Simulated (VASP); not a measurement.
Band structure of Se (space group P3_121). Method: PBE GGA, VASP's PBE PAW potentials (set 64) (plane waves; VASP).

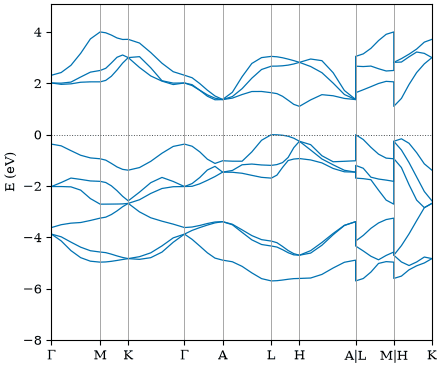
Bands along high-symmetry lines, zero at the valence-band maximum or, without a gap, the Fermi level

### Question
Read the plot: is there a gap, and where are the band edges?

### Answer
The gap is indirect, 1.10 eV, from the valence maximum at L to the conduction minimum at H.

The structure comes from a computed database's Se entry; how it stands against other phases isn't given here. The cell was not relaxed at this level.
